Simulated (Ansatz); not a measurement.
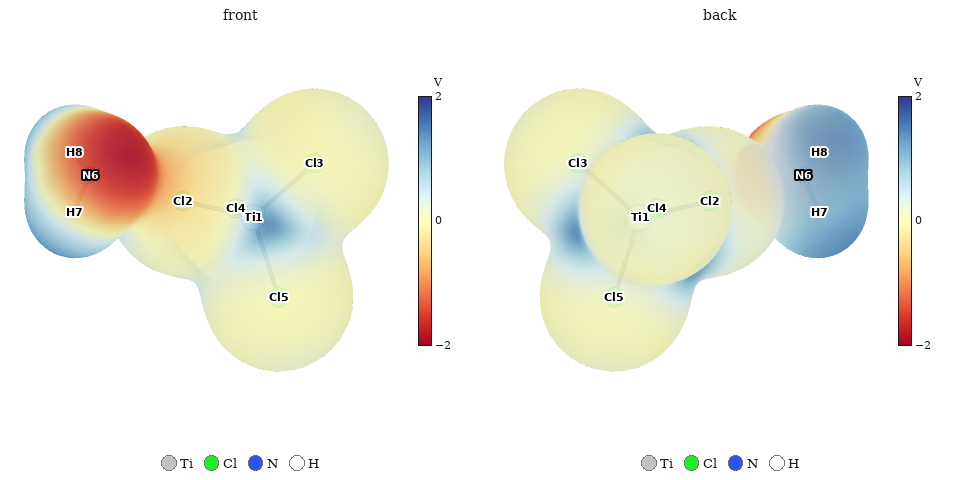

Figure. Cl4Ti···NH2 (doublet). The molecular electrostatic potential painted on the density surface at 0.002 e/bohr³, seen from the front and from behind; the colour scale runs from red (negative) to blue (positive).

Computed with UKS PBE/def2-SVP (Ansatz 0.2.0).

Input

```
crystal:
  periodic: [false, false, false]
  atoms:
    - { symbol: Ti, position_ang: [0.005045, -0.003176, -0.101646] }
    - { symbol: Cl, position_ang: [0.043101, -0.025349, 2.215714] }
    - { symbol: Cl, position_ang: [2.035316, 0.007099, -0.865677] }
    - { symbol: Cl, position_ang: [-1.030329, 1.776325, -0.789859] }
    - { symbol: Cl, position_ang: [-1.031902, -1.765386, -0.828408] }
    - { symbol: "N", position_ang: [0.364239, -0.234332, 5.121473] }
    - { symbol: H, position_ang: [-0.62543, -0.552756, 5.253921] }
    - { symbol: H, position_ang: [0.24226, 0.797575, 5.256883] }
magnetization:
  spin_polarized: true
  initial_magnetization: 1
basis:
  gaussian: { orbitals: def2-SVP }
hamiltonian:
  xc: pbe
relax:
  f_tol: 0.03
  max_steps: 50
output:
  orbitals: {}
```

Launched as:

```sh
ansatz run input.yaml --threads 4 --pin off --max-ram 5120MiB --backend cpu --events-out ev --progress --plain --runs-dir out
```

The fields are those of the run's last geometry, not of the input's.

Where is the surface potential most negative and most positive?

The most negative region (about −1.8 V) lies over N6, the most positive (about +1.4 V) over Ti1, H7 and H8. N6 is the likeliest acceptor of a hydrogen bond.
